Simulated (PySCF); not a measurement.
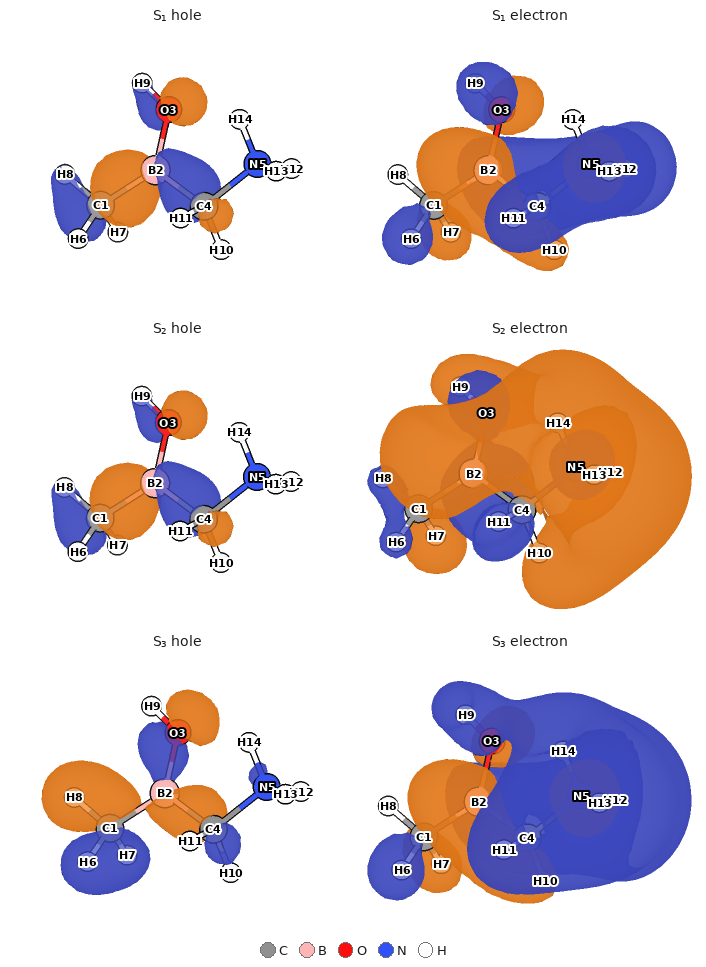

C₂H₉BNO, charge +1, SMILES `CB(O)C[NH3+]`. Leading natural transition orbitals (TDA singlet states).

Method: PBE0/6-31+G*; geometry: GFN2-xTB; program: PySCF. No frequency check shows the geometry to be a minimum.

Geometry (Å), atoms numbered from 1:

```
C1      -2.0510   -0.5292   -0.0590
B2      -0.6050    0.0725    0.0235
O3      -0.2684    1.3655    0.0490
C4       0.7019   -0.8780    0.1088
N5       1.9270   -0.0411   -0.0880
H6      -2.1847   -1.3758    0.6088
H7      -2.2460   -0.9120   -1.0600
H8      -2.8350    0.1915    0.1576
H9      -0.9650    2.0241    0.0340
H10      0.6962   -1.6969   -0.6067
H11      0.7419   -1.3295    1.0999
H12      2.1623    0.0204   -1.0835
H13      2.7416   -0.3858    0.4286
H14      1.6652    0.9090    0.2290
```

Question: Describe these excited states.

Answer: By state:
- S₁: 7.30 eV (170 nm), f = 0.001 (very weak); the leading pair carries 100 %; hole on C1 (29 %), B2 (21 %) and C4 (17 %), electron on B2 (35 %), O3 (12 %) and C4 (11 %); their centroids lie 1.2 Å apart.
- S₂: 7.67 eV (162 nm), f = 0.002, partly diffuse acceptor orbital; the leading pair carries 100 %; hole on C1 (29 %), B2 (21 %) and C4 (17 %), electron on B2 (26 %), N5 (12 %) and C4 (10 %) (atom shares of so diffuse an orbital are rough); their centroids lie 1.6 Å apart.
- S₃: 8.68 eV (143 nm), f = 0.018, partly diffuse acceptor orbital; the leading pair carries 96 %; hole on C1 (31 %), O3 (17 %) and H8 (14 %), electron on B2 (26 %), N5 (12 %) and C4 (11 %) (atom shares of so diffuse an orbital are rough); their centroids lie 2.1 Å apart.
